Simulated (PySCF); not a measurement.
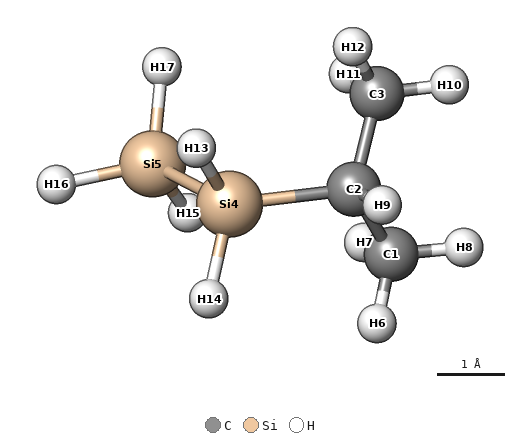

The structure (ball-and-stick view, seen at a tilt; atoms are numbered from 1 in the order of the input). Bond lengths as drawn: C–C 1.53 Å, C–H 1.10 to 1.11 Å, C–Si 1.90 Å, H–Si 1.50 Å and Si–Si 2.35 Å.

## What a change does: NMR shielding calculation on C$_{3}$H$_{12}$Si$_{2}$

System: C$_{3}$H$_{12}$Si$_{2}$.
Method of run 1: GIAO PBE0/pcSseg-1 NMR shielding, non-relativistic, gas phase (PySCF 2.14.0).

The geometry comes from this level: PBE0-D3(BJ)/def2-SVP. Text and figures count atoms from 1; the logs count them from 0 in places.

### The input, run 1
```
{"job": {"kind": "nmr", "xc": "PBE0", "basis": "pcSseg-1"}, "charge": 0, "multiplicity": 1}
C     -1.411971    -1.183635     0.209535
C     -0.977318     0.083443    -0.524379
C     -1.166913     1.333068     0.333158
Si     0.812132    -0.060075    -1.154819
Si     2.345458    -0.135033     0.622561
H     -1.315070    -2.082153    -0.419945
H     -0.809223    -1.349697     1.118240
H     -2.465591    -1.112756     0.528324
H     -1.593767     0.188677    -1.436750
H     -2.216338     1.433658     0.657972
H     -0.548217     1.293133     1.245552
H     -0.897257     2.253661    -0.207792
H      1.153776     1.114016    -2.022294
H      0.969325    -1.301041    -1.981112
H      1.997003    -1.227109     1.585912
H      3.729734    -0.384457     0.112113
H      2.351717     1.159770     1.374155
```

The first line tells a small driver script what to run in PySCF; the rest is the geometry in Å.

Launched with:
```bash
OMP_NUM_THREADS=1 python <driver script> task.json out
```

Hardware: 1 CPU thread, shared host.

### Output (run 1)
```
coarse grid: 13952 points
cycle   1  E = -700.0229277791  dE = -8.180e-02  |g| = 3.445e-01  |ddm| = 3.393e+00
cycle   2  E = -700.0096266480  dE =  1.330e-02  |g| = 4.129e-01  |ddm| = 6.613e-01
cycle   3  E = -700.0550009864  dE = -4.537e-02  |g| = 3.761e-02  |ddm| = 3.982e-01
cycle   4  E = -700.0552893084  dE = -2.883e-04  |g| = 1.735e-02  |ddm| = 5.032e-02
cycle   5  E = -700.0553603927  dE = -7.108e-05  |g| = 3.496e-03  |ddm| = 1.591e-02
cycle   6  E = -700.0553631293  dE = -2.737e-06  |g| = 4.400e-04  |ddm| = 3.558e-03
final grid: 121944 points
cycle   7  E = -700.0844256752  dE = -2.228e-05  |g| = 6.786e-03  |ddm| = 2.201e-02
cycle   8  E = -700.0844182024  dE =  7.473e-06  |g| = 8.564e-03  |ddm| = 1.341e-02
cycle   9  E = -700.0844376077  dE = -1.941e-05  |g| = 5.416e-04  |ddm| = 7.796e-03
cycle  10  E = -700.0844376673  dE = -5.964e-08  |g| = 1.724e-04  |ddm| = 5.789e-04
cycle  11  E = -700.0844376743  dE = -6.989e-09  |g| = 2.408e-05  |ddm| = 1.340e-04
cycle  12  E = -700.0844376744  dE = -1.257e-10  |g| = 5.151e-06  |ddm| = 3.980e-05
converged SCF energy = -700.0844376744

GIAO shielding tensors (ppm)
atom      isotropic    diamagn.    paramagn.     s11        s22        s33       span
  0 C      163.345     247.944     -84.598    148.437    156.436    185.164     36.727
  1 C      172.773     250.470     -77.697    164.661    173.631    180.026     15.365
  2 C      163.093     248.323     -85.230    150.557    154.491    184.233     33.676
  3 Si     408.255     881.231    -472.976    370.841    378.829    475.096    104.255
  4 Si     468.141     880.228    -412.087    464.635    466.544    473.245      8.609
  5 H       30.075      30.184      -0.109     25.438     27.847     36.939     11.501
  6 H       30.388      31.420      -1.032     25.965     29.980     35.220      9.256
  7 H       30.071      29.642       0.429     25.630     27.371     37.213     11.583
  8 H       30.059      31.444      -1.385     26.706     26.923     36.548      9.842
  9 H       30.063      29.763       0.300     25.598     27.380     37.211     11.613
 10 H       30.507      31.623      -1.115     26.082     30.217     35.223      9.141
 11 H       30.053      30.375      -0.323     25.540     27.796     36.821     11.281
 12 H       27.314      29.841      -2.527     23.871     25.379     32.691      8.819
 13 H       27.373      29.910      -2.537     23.853     25.504     32.760      8.907
 14 H       27.713      29.151      -1.438     24.048     26.623     32.467      8.419
 15 H       27.905      28.331      -0.426     24.691     25.188     33.835      9.143
 16 H       27.736      29.081      -1.345     24.165     26.393     32.650      8.485
```

The input of run 2 differs as follows (lines with − go, lines with + come):
```diff
-"xc": "PBE0"
-"basis": "pcSseg-1"
+"xc": "wB97X-D"
+"basis": "pcSseg-2"
+"pop": false
```

How does run 2 compare with run 1?

The total energies belong to different models, so their difference says nothing on which is more stable or more accurate. The HOMO goes from −7.91 to −9.64 eV. The LUMO goes from 0.22 to 1.72 eV. Of all shieldings, the largest change is that of Si4, by −11.2 ppm. The functional changes from PBE0 to wB97X-D. The number of SCF iterations is the same. The basis functions go from 159 to 362.

### Output (run 2)
```
coarse grid: 13952 points
cycle   1  E = -700.5166977899  dE = -1.982e-02  |g| = 2.681e-01  |ddm| = 2.666e+00
cycle   2  E = -700.5299850147  dE = -1.329e-02  |g| = 1.772e-01  |ddm| = 3.345e-01
cycle   3  E = -700.5374594448  dE = -7.474e-03  |g| = 3.744e-02  |ddm| = 1.439e-01
cycle   4  E = -700.5378768358  dE = -4.174e-04  |g| = 1.221e-02  |ddm| = 4.946e-02
cycle   5  E = -700.5379123774  dE = -3.554e-05  |g| = 2.291e-03  |ddm| = 1.214e-02
cycle   6  E = -700.5379144675  dE = -2.090e-06  |g| = 7.986e-04  |ddm| = 4.583e-03
final grid: 121944 points
cycle   7  E = -700.5544881854  dE = -2.105e-04  |g| = 5.843e-03  |ddm| = 5.211e-02
cycle   8  E = -700.5544917981  dE = -3.613e-06  |g| = 4.549e-03  |ddm| = 8.409e-03
cycle   9  E = -700.5544966626  dE = -4.865e-06  |g| = 5.118e-04  |ddm| = 3.218e-03
cycle  10  E = -700.5544967379  dE = -7.525e-08  |g| = 2.233e-04  |ddm| = 7.406e-04
cycle  11  E = -700.5544967496  dE = -1.173e-08  |g| = 4.725e-05  |ddm| = 2.208e-04
cycle  12  E = -700.5544967504  dE = -7.669e-10  |g| = 1.182e-05  |ddm| = 7.416e-05
converged SCF energy = -700.5544967504

GIAO shielding tensors (ppm)
atom      isotropic    diamagn.    paramagn.     s11        s22        s33       span
  0 C      162.907     243.784     -80.877    148.350    155.898    184.472     36.122
  1 C      171.920     242.168     -70.248    162.536    173.616    179.608     17.073
  2 C      162.680     244.358     -81.678    150.399    154.044    183.598     33.199
  3 Si     397.095     880.289    -483.194    361.611    365.460    464.214    102.602
  4 Si     457.769     880.093    -422.324    455.066    455.787    462.453      7.386
  5 H       30.135      30.436      -0.301     25.624     27.958     36.822     11.198
  6 H       30.427      32.067      -1.640     26.127     29.904     35.251      9.124
  7 H       30.180      29.524       0.656     25.922     27.537     37.082     11.161
  8 H       30.065      30.922      -0.857     26.628     27.257     36.311      9.683
  9 H       30.165      29.657       0.508     25.886     27.533     37.077     11.191
 10 H       30.537      32.358      -1.821     26.239     30.121     35.250      9.011
 11 H       30.108      30.648      -0.540     25.735     27.879     36.709     10.975
 12 H       27.381      29.995      -2.614     24.169     25.469     32.505      8.337
 13 H       27.429      30.072      -2.643     24.127     25.611     32.549      8.422
 14 H       27.810      29.772      -1.961     24.337     26.866     32.229      7.892
 15 H       27.957      28.452      -0.496     24.985     25.347     33.538      8.554
 16 H       27.825      29.615      -1.789     24.435     26.627     32.414      7.979
```

### The two runs side by side

```tsv
quantity	run 1	run 2
outcome	converged	converged
total energy (hartree)	−700.084438	−700.554497
HOMO (eV)	−7.91	−9.64
LUMO (eV)	0.22	1.72
dipole moment (D)	1.05	1.05
shielding of C1 (ppm)	163.3	162.9
shielding of C2 (ppm)	172.8	171.9
shielding of C3 (ppm)	163.1	162.7
shielding of Si4 (ppm)	408.3	397.1
shielding of Si5 (ppm)	468.1	457.8
shielding of H8 (ppm)	30.1	30.2
shielding of H10 (ppm)	30.1	30.2
SCF iterations	12	12
basis functions	159	362
wall time (shared host)	24 s	1.9 min
```
